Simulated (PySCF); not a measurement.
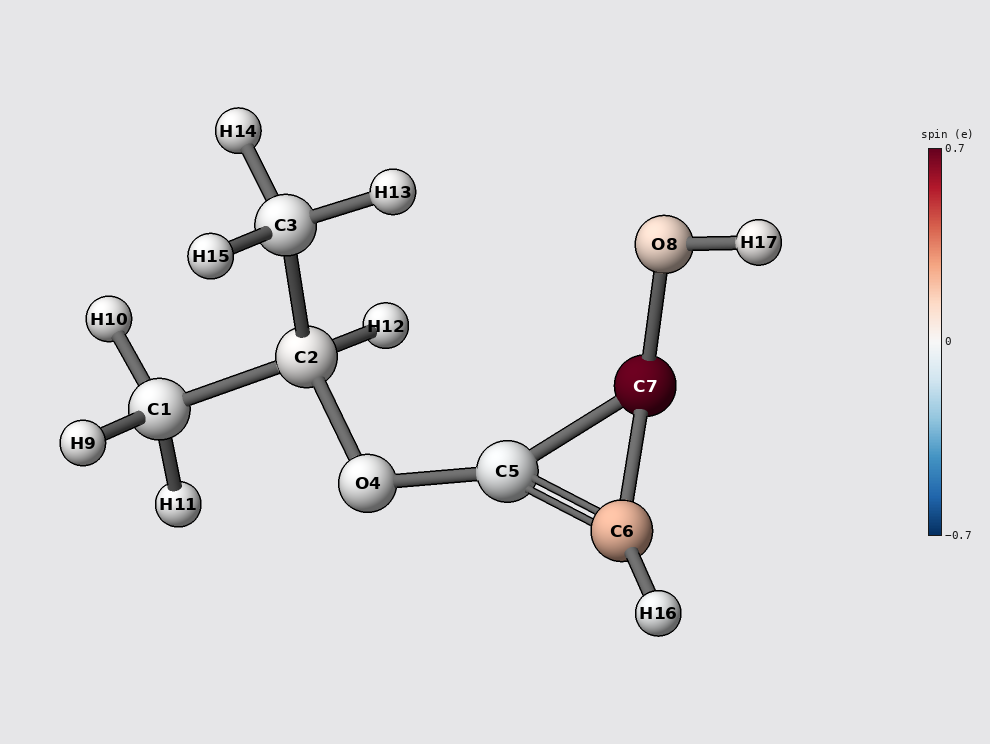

Atoms are coloured by their Mulliken spin populations. The species is neutral and a spin doublet. The computed structure is the end point of a GFN2-xTB optimisation. No frequency run is at hand to confirm it as a minimum. Properties computed with UKS B3LYP, pcH-1 on C H O, non-relativistic (PySCF 2.14.0).

Give the Mulliken spin populations atom by atom.

```tsv
atom	value (e)
C1	0.00
C2	0.01
C3	0.00
O4	0.00
C5	−0.01
C6	0.21
C7	0.69
O8	0.11
H9	0.00
H10	0.00
H11	0.00
H12	0.00
H13	0.00
H14	0.00
H15	0.00
H16	−0.01
H17	0.01
```

Mulliken values depend strongly on the basis set.
